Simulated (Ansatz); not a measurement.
**HfClF3: small, medium and large basis sets**

How large a basis does HfClF3 need? Two functionals are run in growing sets.

Method: one geometry, several basis sets; program: Ansatz 0.2.0, Gaussian basis.

Levels to be run: PBE0-D4/def2-SVP; ωB97M-V/def2-SVP; PBE0-D4/def2-QZVPP; ωB97M-V/def2-QZVPP; the functionals' def2-TZVPP values are taken from earlier runs.

## (1) The geometry

All runs share one geometry, relaxed beforehand with PBE0-D4 in a triple-zeta def2 set. Hf takes the def2 core potential; no spin-orbit term is included.

5 atoms, charge 0, spin multiplicity 1.

Atoms are counted from 1 here; the program's logs count them from 0.

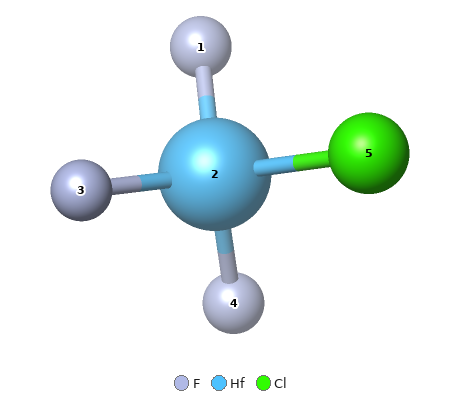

The geometry (fluorine light blue, hafnium blue, chlorine green); atoms are numbered from 1 in the order of the file.

## (2) PBE0-D4 in def2-SVP

Input file in.yaml:

```yaml
crystal:
  periodic: [false, false, false]
  atoms:
    - {symbol: F, position_ang: [-0.671888, -0.515514, 1.714542]}
    - {symbol: Hf, position_ang: [0.015857, -0.091310, 0.004723]}
    - {symbol: F, position_ang: [1.827954, -0.626510, -0.074747]}
    - {symbol: F, position_ang: [-0.961433, -1.048142, -1.301352]}
    - {symbol: Cl, position_ang: [-0.160490, 2.207877, -0.384566]}
basis:
  gaussian: {orbitals: def2-SVP}
hamiltonian: {xc: pbe0, dispersion: d4}
output: {orbitals: {seedname: orbitals}}
```

Launch:

```console
$ ansatz run in.yaml --threads 4 --pin off --events-out ev --progress --plain --max-ram 10444MiB
```

The runs that follow: ωB97M-V in def2-SVP; PBE0-D4 in def2-QZVPP; ωB97M-V in def2-QZVPP.

**Question.** What will the summary of the whole plan be? Wanted: PBE0-D4: double and triple zeta above quadruple; ωB97M-V: double and triple zeta above quadruple.

The runs gave:

```
                                       quantity           value
PBE0-D4: double and triple zeta above quadruple  15.65, 0.83 eV
ωB97M-V: double and triple zeta above quadruple  15.76, 0.77 eV
```

PBE0-D4 gains 14.82 eV from double to triple zeta, then 0.83 eV more. These are total energies; as a rule much of such shifts cancels in differences, which this series doesn't test.
